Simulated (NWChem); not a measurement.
**SiN4H8 (SMILES N[Si](N)(N)N): levels of theory compared**

Wanted: a comparison of 4 runs (HF/6-31G*, HF/6-31+G*, HF/def2-SVP, PBE0/def2-SVP) of SiN4H8. 

The results are computed with NWChem 7.3.0.

## Step 1: The structure to begin with

SiN4H8 has 13 atoms, charge 0, and is taken as a singlet. SMILES: `N[Si](N)(N)N`. Geometry: relaxed at PBE0-D4/def2-TZVP. This is one conformer, not always the lowest.

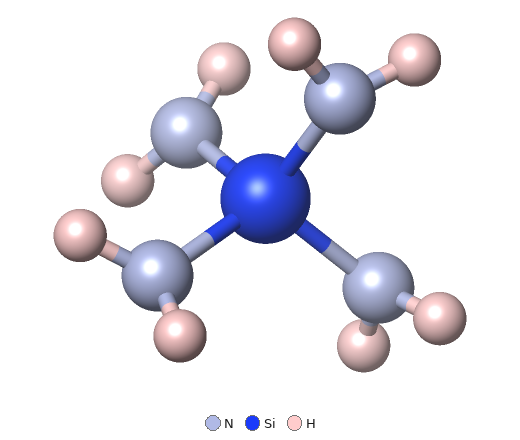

The structure, seen from a chosen angle (nitrogen light blue, silicon blue, hydrogen pink).

## Step 2: Energy and gradient at HF/6-31G(d) (spherical functions) (run 1)

Contents of struct.nw:

```
start struct
title "H8N4Si hf"
memory stack 880 mb heap 220 mb global 1100 mb

geometry units angstroms noautosym nocenter noautoz
N     -0.860200     1.428200    -0.394600
Si     0.001600    -0.002700     0.001100
N     -0.910600    -1.098400     0.957100
N      0.401700    -0.627600    -1.546700
N      1.375300     0.287100     0.988700
H     -1.375300     1.921600     0.315600
H     -0.492900     2.060200    -1.087200
H     -1.695600    -1.585900     0.558100
H     -1.054000    -0.911500     1.936200
H     -0.300900    -0.673900    -2.266600
H      1.065000    -1.379700    -1.632900
H      1.854200    -0.485500     1.422100
H      2.012100     1.033400     0.763700
end

basis spherical bse
* library 6-31G*
end

scf
thresh 1e-08
maxiter 80
end

task scf gradient
```

The run is started by

```sh
$ nwchem struct.nw > struct.out
```

Output:

```text
[...]
  functions       =    90
[...]
  wavefunction    = RHF
[...]
         Total SCF energy =   -511.482999666925
      One-electron energy =  -1226.643076795186
      Two-electron energy =    452.857915826962
 Nuclear repulsion energy =    262.302161301299
        Time for solution =     19.2s
[...]
                         RHF ENERGY GRADIENTS
    atom               coordinates                        gradient
                 x          y          z           x          y          z
   1 N      -1.625542   2.698907  -0.745686    0.003634  -0.011976   0.000174
   2 Si      0.003024  -0.005102   0.002079    0.000061  -0.000035  -0.000029
   3 N      -1.720784  -2.075675   1.808657    0.009582   0.005265  -0.006164
   4 N       0.759103  -1.185992  -2.922839   -0.001303   0.007930   0.009679
   5 N       2.598940   0.542540   1.868372   -0.011966  -0.001188  -0.003729
   6 H      -2.598940   3.631297   0.596398   -0.004529   0.003350   0.006151
   7 H      -0.931446   3.893213  -2.054510    0.003370   0.005003  -0.006032
   8 H      -3.204219  -2.996916   1.054656   -0.006010  -0.004139  -0.003962
   9 H      -1.991771  -1.722485   3.658887   -0.000859   0.001867   0.008330
  10 H      -0.568619  -1.273486  -4.283253   -0.006193  -0.000081  -0.005881
  11 H       2.012558  -2.607255  -3.085734    0.005916  -0.005805  -0.000148
[...]
```

It took 23 s on 1 thread of Intel Xeon Platinum 8488C (Sapphire Rapids), shared host; peak memory 0.1 GiB.

## Step 3: Energy and forces at HF/6-31+G(d) (spherical functions) (run 2)

Contents of nw.nw:

```
start nw
memory 2200 mb

geometry noautosym nocenter noautoz
  N       -0.860200       1.428200      -0.394600
  Si       0.001600      -0.002700       0.001100
  N       -0.910600      -1.098400       0.957100
  N        0.401700      -0.627600      -1.546700
  N        1.375300       0.287100       0.988700
  H       -1.375300       1.921600       0.315600
  H       -0.492900       2.060200      -1.087200
  H       -1.695600      -1.585900       0.558100
  H       -1.054000      -0.911500       1.936200
  H       -0.300900      -0.673900      -2.266600
  H        1.065000      -1.379700      -1.632900
  H        1.854200      -0.485500       1.422100
  H        2.012100       1.033400       0.763700
end

basis spherical bse
  * library 6-31+G*
end

scf
  thresh 1e-08
  maxiter 80
  noprint "final vectors analysis"
end

task scf gradient
```

The run is started by

```sh
$ nwchem nw.nw > nw.out
```

Output:

```text
[...]
  functions       =   110
[...]
  wavefunction    = RHF
[...]
         Total SCF energy =   -511.500527820931
      One-electron energy =  -1226.107883314856
      Two-electron energy =    452.305194192625
 Nuclear repulsion energy =    262.302161301299
        Time for solution =     37.9s
[...]
                         RHF ENERGY GRADIENTS
    atom               coordinates                        gradient
                 x          y          z           x          y          z
   1 N      -1.625542   2.698907  -0.745686    0.002847  -0.011654   0.000021
   2 Si      0.003024  -0.005102   0.002079    0.000060  -0.000035  -0.000028
   3 N      -1.720784  -2.075675   1.808657    0.009439   0.004427  -0.006005
   4 N       0.759103  -1.185992  -2.922839   -0.000698   0.007926   0.009061
   5 N       2.598940   0.542540   1.868372   -0.011640  -0.000670  -0.003119
   6 H      -2.598940   3.631297   0.596398   -0.003931   0.002742   0.006263
   7 H      -0.931446   3.893213  -2.054510    0.003821   0.004235  -0.005499
   8 H      -3.204219  -2.996916   1.054656   -0.005602  -0.003453  -0.004281
   9 H      -1.991771  -1.722485   3.658887   -0.000550   0.002484   0.007554
  10 H      -0.568619  -1.273486  -4.283253   -0.006273   0.000039  -0.004853
  11 H       2.012558  -2.607255  -3.085734    0.005514  -0.005538   0.000564
[...]
```

Run time: 46 s. Hardware: 1 thread of Intel Xeon Platinum 8488C (Sapphire Rapids), shared host; peak memory 0.11 GiB.

## Step 4: Energy and gradient at HF/def2-SVP (run 3)

Contents of h8n4si.nw:

```
start h8n4si
memory total 2200 mb
charge 0

geometry noautosym nocenter noautoz
  N     -0.860200     1.428200    -0.394600
  Si     0.001600    -0.002700     0.001100
  N     -0.910600    -1.098400     0.957100
  N      0.401700    -0.627600    -1.546700
  N      1.375300     0.287100     0.988700
  H     -1.375300     1.921600     0.315600
  H     -0.492900     2.060200    -1.087200
  H     -1.695600    -1.585900     0.558100
  H     -1.054000    -0.911500     1.936200
  H     -0.300900    -0.673900    -2.266600
  H      1.065000    -1.379700    -1.632900
  H      1.854200    -0.485500     1.422100
  H      2.012100     1.033400     0.763700
end

basis spherical bse
  * library def2-SVP
end

scf
  nopen 0
  rhf
  thresh 1e-08
  maxiter 80
end

task scf gradient
```

The run is started by

```sh
$ nwchem h8n4si.nw > h8n4si.out
```

Output:

```text
[...]
  functions       =   114
[...]
  wavefunction    = RHF
[...]
         Total SCF energy =   -511.259146298527
      One-electron energy =  -1226.306726125901
      Two-electron energy =    452.745418526075
 Nuclear repulsion energy =    262.302161301299
        Time for solution =     18.2s
[...]
                         RHF ENERGY GRADIENTS
    atom               coordinates                        gradient
                 x          y          z           x          y          z
   1 N      -1.625542   2.698907  -0.745686    0.003406  -0.010332  -0.000908
   2 Si      0.003024  -0.005102   0.002079    0.000061  -0.000035  -0.000029
   3 N      -1.720784  -2.075675   1.808657    0.008853   0.004676  -0.004419
   4 N       0.759103  -1.185992  -2.922839   -0.001776   0.007511   0.007801
   5 N       2.598940   0.542540   1.868372   -0.010535  -0.001826  -0.002517
   6 H      -2.598940   3.631297   0.596398   -0.002600   0.001627   0.004318
   7 H      -0.931446   3.893213  -2.054510    0.002680   0.002989  -0.003850
   8 H      -3.204219  -2.996916   1.054656   -0.003642  -0.002230  -0.003072
   9 H      -1.991771  -1.722485   3.658887   -0.000409   0.001742   0.005318
  10 H      -0.568619  -1.273486  -4.283253   -0.004401   0.000007  -0.003416
  11 H       2.012558  -2.607255  -3.085734    0.003732  -0.003635   0.000610
[...]
```

Wall time 23 s (1 thread of Intel Xeon Platinum 8488C (Sapphire Rapids), shared host); peak memory 0.1 GiB.

## Step 5: Energy and forces at PBE0/def2-SVP (run 4)

Contents of h8n4si.xyz:

```xyz
13
H8N4Si
N     -0.860200     1.428200    -0.394600
Si     0.001600    -0.002700     0.001100
N     -0.910600    -1.098400     0.957100
N      0.401700    -0.627600    -1.546700
N      1.375300     0.287100     0.988700
H     -1.375300     1.921600     0.315600
H     -0.492900     2.060200    -1.087200
H     -1.695600    -1.585900     0.558100
H     -1.054000    -0.911500     1.936200
H     -0.300900    -0.673900    -2.266600
H      1.065000    -1.379700    -1.632900
H      1.854200    -0.485500     1.422100
H      2.012100     1.033400     0.763700
```

Contents of run.py:

```python
from ase.io import read
from ase.calculators.nwchem import NWChem

system = read('h8n4si.xyz')

calc = NWChem(
    label='h8n4si',
    theory='dft',
    memory='2200 mb',
    basis='def2-SVP',
    basispar='spherical bse',
    dft={'xc': 'pbe0', 'mult': '1', 'grid': 'fine', 'convergence': 'energy 1e-08', 'iterations': '100', 'mulliken': None},
)
system.calc = calc

forces = system.get_forces()
print(f"energy = {system.get_potential_energy():.6f} eV")
print("forces (eV/A):")
for s, f in zip(system.symbols, forces):
    print(f"{s:2s} {f[0]:10.5f} {f[1]:10.5f} {f[2]:10.5f}")
print("dipole (e A):", system.get_dipole_moment().round(4))
```

The run is started by

```sh
$ export ASE_NWCHEM_COMMAND="nwchem PREFIX.nwi > PREFIX.nwo"
$ python run.py
```

Output:

```text
energy = -13954.039645 eV
forces (eV/A):
N    -0.17561    0.01825   -0.08788
Si   -0.00293    0.00175    0.00139
N     0.04299   -0.18563    0.05353
N     0.12177    0.07410   -0.13920
N     0.01311    0.09179    0.17586
H    -0.15139    0.15694    0.20492
H     0.10331    0.19648   -0.19962
H    -0.23973   -0.14645   -0.10840
H    -0.05235    0.04921    0.28714
H    -0.20245   -0.02273   -0.21741
H     0.19350   -0.22883   -0.03589
H     0.15103   -0.22173    0.12748
H     0.19880    0.21685   -0.06191
dipole (e A): [ 0.0002 -0.     -0.0001]
```

The calculator wrote h8n4si.nwi:

```
title "h8n4si"

permanent_dir h8n4si

scratch_dir h8n4si

start h8n4si

geometry units angstrom nocenter noautosym noautoz
  N  -8.6019999999999996e-01 1.4281999999999999e+00 -3.9460000000000001e-01
  Si 1.6000000000000001e-03 -2.7000000000000001e-03 1.1000000000000001e-03
  N  -9.1059999999999997e-01 -1.0984000000000000e+00 9.5709999999999995e-01
  N  4.0170000000000000e-01 -6.2760000000000005e-01 -1.5467000000000000e+00
  N  1.3753000000000000e+00 2.8710000000000002e-01 9.8870000000000002e-01
  H  -1.3753000000000000e+00 1.9216000000000000e+00 3.1559999999999999e-01
  H  -4.9290000000000000e-01 2.0602000000000000e+00 -1.0871999999999999e+00
  H  -1.6956000000000000e+00 -1.5859000000000001e+00 5.5810000000000004e-01
  H  -1.0540000000000000e+00 -9.1149999999999998e-01 1.9361999999999999e+00
  H  -3.0090000000000000e-01 -6.7390000000000005e-01 -2.2665999999999999e+00
  H  1.0649999999999999e+00 -1.3796999999999999e+00 -1.6329000000000000e+00
  H  1.8542000000000001e+00 -4.8549999999999999e-01 1.4220999999999999e+00
  H  2.0121000000000002e+00 1.0334000000000001e+00 7.6370000000000005e-01
end

memory 2200 mb

basis spherical bse noprint
   * library def2-SVP
end

dft
  xc pbe0
  mult 1
  grid fine
  convergence energy 1e-08
  iterations 100
  mulliken
end

task dft gradient
```

h8n4si.nwo:

```text
Northwest Computational Chemistry Package (NWChem) 7.3.0
             --------------------------------------------------------

           Job information
           ---------------

    nwchem branch   = 7.3.0
    use scalapack   = T
    input           = h8n4si.nwi
    prefix          = h8n4si.
    data base       = h8n4si/h8n4si.db
    status          = startup
    nproc           =        1

           Memory information
           ------------------

[... 5 lines left out ...]
    hardfail = no
[... 110 lines left out ...]
  convergence criterion.
[... 41 lines left out ...]
          Spatial weights used:  Erf1
[... 32 lines left out ...]
 1-e energy   =   -1219.912164
[... 57 lines left out ...]
           Coulomb energy =      503.170051448990
[... 874 lines left out ...]
          Convergence on density requested:  1.00D-05
[... 27 lines left out ...]
          total energy or number of iterations.
[... 36 lines left out ...]
                 ----------------------------------------
                 |  Time  |  1-e(secs)   |  2-e(secs)   |
                 ----------------------------------------
                 |  CPU   |       0.01   |       2.96   |
                 ----------------------------------------
                 |  WALL  |       0.01   |       2.96   |
                 ----------------------------------------

 Task  times  cpu:       30.4s     wall:       30.4s
 Total times  cpu:       30.4s     wall:       30.4s
```

Wall time 32 s (1 thread of Intel Xeon Platinum 8488C (Sapphire Rapids), shared host); peak memory 0.14 GiB.

## Step 6: Overview of the runs

```
run                             level  iteration cap  module  energy (Eh)  dipole moment (D)  HOMO energy (eV)  LUMO energy (eV)  wall time
  1   HF/6-31G* (spherical functions)             80     scf  -511.483000               0.00            -10.05              5.52       23 s
  2  HF/6-31+G* (spherical functions)             80     scf  -511.500528               0.00                 –                 –       46 s
  3                       HF/def2-SVP             80     scf  -511.259146               0.00            -10.14              4.62       23 s
  4                     PBE0/def2-SVP            100     dft  -512.801503               0.00             -6.31              1.70       32 s
```

## Step 7: What came out

| quantity | value |
| --- | --- |
| run 4: total energy | -512.80150 Eh |
| run 4: dipole moment | 0.00 D |
| run 4: HOMO energy | -6.31 eV |
| run 4: LUMO energy | 1.70 eV |
| run 4: HOMO–LUMO gap | 8.01 eV |
| run 4: largest force on an atom | 0.302 eV/Å |

Over runs 1, 3, 4 the HOMO–LUMO gap runs from 8.01 eV (PBE0/def2-SVP) to 15.58 eV (HF/6-31G*). The two ends differ in method and basis. All runs together took 2.1 min, the longest 46 s.
